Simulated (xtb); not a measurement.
Run report: B$_{5}$F$_{5}$ (charge −2), geometry relaxation (part 2 of 3)

Continued. System: B$_{5}$F$_{5}$, charge −2. Method: GFN1-xTB (xtb 6.7.1 later snapshot). The geometry comes from this level: GFN2-xTB.

Geometry of the input (Å):
```
B  0.1310  0.7000  0.8459
B  0.6889  -0.8563  -0.1209
B  0.7286  0.6819  -0.6720
B  -0.7280  -0.6821  0.6722
B  -0.8194  0.1563  -0.7244
F  0.2989  1.6270  1.9760
F  1.6069  -1.9945  -0.2836
F  1.6411  1.5360  -1.5213
F  -1.6411  -1.5365  1.5212
F  -1.9069  0.3681  -1.6931
```

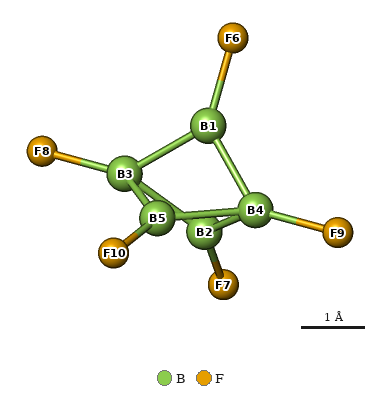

**Figure 1.** The structure as given in the input (ball-and-stick view, seen at a tilt; atoms are numbered from 1 in the order of the input).

Output, continued:
```
........................................................................
.............................. CYCLE    5 ..............................
........................................................................

 iter      E             dE          RMSdq      gap      omega  full diag
   1    -33.3474186 -0.333474E+02  0.195E-02    3.36       0.0  T
   2    -33.3474225 -0.391026E-05  0.744E-03    3.35       4.3  T
   3    -33.3474228 -0.317561E-06  0.357E-03    3.35       8.8  T
   4    -33.3474228 -0.198283E-08  0.486E-04    3.35      65.0  T
   5    -33.3474228 -0.604039E-09  0.521E-05    3.35     607.3  T
   6    -33.3474228 -0.871125E-11  0.565E-07    3.35   56005.9  T
     SCC iter.                  ...        0 min,  0.001 sec
     gradient                   ...        0 min,  0.003 sec
 * total energy  :   -33.2373584 Eh     change       -0.3294426E-04 Eh
   gradient norm :     0.0028587 Eh/α   predicted    -0.2480436E-04 ( -24.71%)
   displ. norm   :     0.0063601 α      lambda       -0.1533989E-04
   maximum displ.:     0.0053151 α      in ANC's #20, #14, #9, ...

........................................................................
.............................. CYCLE    6 ..............................
........................................................................

 iter      E             dE          RMSdq      gap      omega  full diag
   1    -33.3475052 -0.333475E+02  0.113E-02    3.36       0.0  T
   2    -33.3475068 -0.155214E-05  0.372E-03    3.36       8.5  T
   3    -33.3475069 -0.109174E-06  0.200E-03    3.36      15.8  T
   4    -33.3475069 -0.320527E-08  0.395E-04    3.35      80.1  T
   5    -33.3475069 -0.225860E-09  0.496E-05    3.35     637.0  T
   6    -33.3475069 -0.599698E-11  0.503E-07    3.35   62838.5  T
     SCC iter.                  ...        0 min,  0.001 sec
     gradient                   ...        0 min,  0.003 sec
 * total energy  :   -33.2373673 Eh     change       -0.8918095E-05 Eh
   gradient norm :     0.0007094 Eh/α   predicted    -0.7671075E-05 ( -13.98%)
   displ. norm   :     0.0033838 α      lambda       -0.1047497E-05
   maximum displ.:     0.0029329 α      in ANC's #9, #24, #20, ...

........................................................................
.............................. CYCLE    7 ..............................
........................................................................

 iter      E             dE          RMSdq      gap      omega  full diag
   1    -33.3476372 -0.333476E+02  0.306E-03    3.36       0.0  T
   2    -33.3476373 -0.112538E-06  0.124E-03    3.36      25.5  T
   3    -33.3476373 -0.519528E-08  0.764E-04    3.36      41.4  T
   4    -33.3476373 -0.236419E-09  0.107E-04    3.36     294.9  T
   5    -33.3476373 -0.272706E-10  0.885E-06    3.36    3573.4  T
     SCC iter.                  ...        0 min,  0.001 sec
     gradient                   ...        0 min,  0.003 sec
 * total energy  :   -33.2373678 Eh     change       -0.5297352E-06 Eh
   gradient norm :     0.0002736 Eh/α   predicted    -0.5224362E-06 (  -1.38%)
   displ. norm   :     0.0007389 α      lambda       -0.1068056E-06
   maximum displ.:     0.0004288 α      in ANC's #20, #9, #14, ...

........................................................................
.............................. CYCLE    8 ..............................
........................................................................

 iter      E             dE          RMSdq      gap      omega  full diag
   1    -33.3476277 -0.333476E+02  0.108E-03    3.36       0.0  T
   2    -33.3476277 -0.140208E-07  0.351E-04    3.36      90.2  T
   3    -33.3476277 -0.799417E-09  0.198E-04    3.36     159.3  T
   4    -33.3476277 -0.324576E-10  0.386E-05    3.36     819.5  T
     SCC iter.                  ...        0 min,  0.001 sec
     gradient                   ...        0 min,  0.003 sec
 * total energy  :   -33.2373679 Eh     change       -0.7907653E-07 Eh
   gradient norm :     0.0000544 Eh/α   predicted    -0.5167053E-07 ( -34.66%)
   displ. norm   :     0.0001987 α      lambda       -0.4450843E-08
   maximum displ.:     0.0001309 α      in ANC's #19, #4, #20, ...

   *** GEOMETRY OPTIMIZATION CONVERGED AFTER 8 ITERATIONS ***

------------------------------------------------------------------------
 total energy gain   :        -0.0092085 Eh       -5.7784 kcal/mol
 total RMSD          :         0.1067602 a0        0.0565 Å
 total power (kW/mol):        -3.0221236 (step) -455.8344 (real)
------------------------------------------------------------------------

 ANCopt (total)                0 d,  0 h,  0 min,  0.053 sec
 optimizer setup                ...        0 min,  0.000 sec (  0.161%)
 model hessian                  ...        0 min,  0.000 sec (  0.694%)
 ANC generation                 ...        0 min,  0.000 sec (  0.271%)
 coordinate transformation      ...        0 min,  0.000 sec (  0.094%)
 single point calculation       ...        0 min,  0.051 sec ( 96.079%)
 optimization log               ...        0 min,  0.001 sec (  1.113%)
 hessian update                 ...        0 min,  0.000 sec (  0.076%)
 rational function              ...        0 min,  0.001 sec (  0.995%)

================
 final structure:
================
10
 xtb: 6.7.1
B            0.14055757771582        0.75187742882219        0.90892918473466
B            0.74034930905301       -0.91992232566937       -0.12983896662227
B            0.71493485587619        0.66964277850153       -0.65981241459231
B           -0.71492913213633       -0.66966814889235        0.65979250876275
B           -0.88091778773279        0.16805332342363       -0.77909364762942
F            0.30616258351022        1.65563771944404        2.00978858399832
F            1.63500168710428       -2.02935952191225       -0.28747463442585
F            1.61312811834029        1.51025957608635       -1.49397849140339
F           -1.61311388686149       -1.51028712011272        1.49396708769465
F           -1.94118332486919        0.37376629030896       -1.72228921051713

 Bond Distances (Angstroems)
 ---------------------------
B1-B2=2.0576         B1-B3=1.6726         B1-B4=1.6777         B1-B5=2.0576         B1-F6=1.4339         B2-B1=2.0576
B2-B3=1.6758         B2-B4=1.6745         B2-B5=2.0576         B2-F7=1.4339         B3-B1=1.6726         B3-B2=1.6758
B3-B5=1.6771         B3-F8=1.4863         B4-B1=1.6777         B4-B2=1.6745         B4-B5=1.6732         B4-F9=1.4863
B5-B1=2.0576         B5-B2=2.0576         B5-B3=1.6771         B5-B4=1.6732         B5-F10=1.4339        F6-B1=1.4339
F7-B2=1.4339         F8-B3=1.4863         F9-B4=1.4863         F10-B5=1.4339
 B  B  Rav=1.8026 sigma=0.1803  Rmin=1.6726  Rmax=2.0576     9
 F  B  Rav=1.4549 sigma=0.0257  Rmin=1.4339  Rmax=1.4863     5

 selected bond angles (degree)
 --------------------
B3-B1-B2= 52.15                B4-B1-B2= 52.06                B4-B1-B3= 89.67                B5-B1-B2= 60.00
B5-B1-B3= 52.20                B5-B1-B4= 52.02                F6-B1-B2=150.00                F6-B1-B3=135.35
F6-B1-B4=134.99                F6-B1-B5=150.00                B3-B2-B1= 52.01                B4-B2-B1= 52.21
B4-B2-B3= 89.67                B5-B2-B1= 60.00                B5-B2-B3= 52.17                B5-B2-B4= 52.05
F7-B2-B1=150.00                F7-B2-B3=135.12                F7-B2-B4=135.21                F7-B2-B5=150.00
B2-B3-B1= 75.83                B5-B3-B1= 75.80                B5-B3-B2= 75.71                F8-B3-B1=134.92
F8-B3-B2=134.81                F8-B3-B5=134.77                B2-B4-B1= 75.73                B5-B4-B1= 75.76
B5-B4-B2= 75.85                F9-B4-B1=134.75                F9-B4-B2=134.85                F9-B4-B5=134.90
B2-B5-B1= 60.00                B3-B5-B1= 52.00                B3-B5-B2= 52.11                B4-B5-B1= 52.22
B4-B5-B2= 52.10                B4-B5-B3= 89.67                F10-B5-B1=150.00               F10-B5-B2=150.00
F10-B5-B3=135.03               F10-B5-B4=135.30

 selected dihedral angles (degree)
 ---------------------------------
B3-B2-B1-B4=126.60            B3-B2-B1-B5= 63.41            B3-B2-B1-F6=242.87            B4-B2-B1-B3=233.40
B4-B2-B1-B5=296.80            B4-B2-B1-F6=116.27            B5-B2-B1-B3=296.59            B5-B2-B1-B4= 63.20
B5-B2-B1-F6=179.47            F7-B2-B1-B3=116.46            F7-B2-B1-B4=243.06            F7-B2-B1-B5=179.87
F7-B2-B1-F6=359.33            B2-B3-B1-B4=320.72            B2-B3-B1-B5=281.46            B2-B3-B1-F6=140.72
B5-B3-B1-B2= 78.54            B5-B3-B1-B4= 39.26            B5-B3-B1-F6=219.26            F8-B3-B1-B2=219.21
F8-B3-B1-B4=179.93            F8-B3-B1-B5=140.67            F8-B3-B1-F6=359.93            B1-B3-B2-B4= 39.37
B1-B3-B2-B5= 78.65            B1-B3-B2-F7=219.37            B5-B3-B2-B1=281.35            B5-B3-B2-B4=320.73
B5-B3-B2-F7=140.73            F8-B3-B2-B1=140.87            F8-B3-B2-B4=180.24            F8-B3-B2-B5=219.52
F8-B3-B2-F7=  0.24            B2-B4-B1-B3= 39.34            B2-B4-B1-B5= 78.71            B2-B4-B1-F6=219.34
B5-B4-B1-B2=281.29            B5-B4-B1-B3=320.63            B5-B4-B1-F6=140.63            F9-B4-B1-B2=140.59
F9-B4-B1-B3=179.93            F9-B4-B1-B5=219.30            F9-B4-B1-F6=359.93            B1-B4-B2-B3=320.75
B1-B4-B2-B5=281.40            B1-B4-B2-F7=140.75            B5-B4-B2-B1= 78.60            B5-B4-B2-B3= 39.35
B5-B4-B2-F7=219.35            F9-B4-B2-B1=219.50            F9-B4-B2-B3=180.25            F9-B4-B2-B5=140.89
F9-B4-B2-F7=  0.24            B2-B5-B1-B3= 63.34            B2-B5-B1-B4=296.73            B2-B5-B1-F6=180.53
B3-B5-B1-B2=296.66            B3-B5-B1-B4=233.40            B3-B5-B1-F6=117.20            B4-B5-B1-B2= 63.27
B4-B5-B1-B3=126.60            B4-B5-B1-F6=243.80            F10-B5-B1-B2=180.40           F10-B5-B1-B3=243.74
F10-B5-B1-B4=117.14           F10-B5-B1-F6=  0.94           B1-B5-B2-B3=296.84            B1-B5-B2-B4= 63.44
B1-B5-B2-F7=180.13            B3-B5-B2-B1= 63.16            B3-B5-B2-B4=126.60            B3-B5-B2-F7=243.30
B4-B5-B2-B1=296.56            B4-B5-B2-B3=233.40            B4-B5-B2-F7=116.69            F10-B5-B2-B1=179.60
F10-B5-B2-B3=116.44           F10-B5-B2-B4=243.04           F10-B5-B2-F7=359.73           B1-B5-B3-B2= 78.69
B1-B5-B3-F8=219.21            B2-B5-B3-B1=281.31            B2-B5-B3-F8=140.52            B4-B5-B3-B1=320.62
B4-B5-B3-B2= 39.31            B4-B5-B3-F8=179.83            F10-B5-B3-B1=140.62           F10-B5-B3-B2=219.31
F10-B5-B3-F8=359.83           B1-B5-B4-B2=281.44            B1-B5-B4-F9=140.58            B2-B5-B4-B1= 78.56
B2-B5-B4-F9=219.14            B3-B5-B4-B1= 39.25            B3-B5-B4-B2=320.68            B3-B5-B4-F9=179.83
F10-B5-B4-B1=219.25           F10-B5-B4-B2=140.68           F10-B5-B4-F9=359.83

 CMA Distance (Angstroems)
 ---------------------------
R(CMA):  0.0000
           -------------------------------------------------
          |                Final Singlepoint                |
           -------------------------------------------------

          ...................................................
          :                      SETUP                      :
          :.................................................:
          :  # basis functions                  40          :
          :  # atomic orbitals                  40          :
          :  # shells                           20          :
          :  # electrons                        52          :
          :  # halogen bonds                     0          :
          :  max. iterations                   250          :
          :  Hamiltonian                  GFN1-xTB          :
          :  restarted?                      false          :
          :  GBSA solvation                  false          :
          :  PC potential                    false          :
          :  electronic temp.          300.0000000     K    :
          :  accuracy                    1.0000000          :
          :  -> integral cutoff          0.2500000E+02      :
          :  -> integral neglect         0.1000000E-07      :
          :  -> SCF convergence          0.1000000E-05 Eh   :
          :  -> wf. convergence          0.2000000E-04 e    :
          :  Broyden damping             0.4000000          :
          :  net charge                         -2          :
          :  unpaired electrons                  0          :
          ...................................................

 iter      E             dE          RMSdq      gap      omega  full diag
   1    -33.3476277 -0.333476E+02  0.442E-06    3.36       0.0  T
   2    -33.3476277 -0.923706E-13  0.194E-06    3.36   16269.0  T
   3    -33.3476277  0.000000E+00  0.625E-07    3.36   50573.1  T

   *** convergence criteria satisfied after 3 iterations ***
```
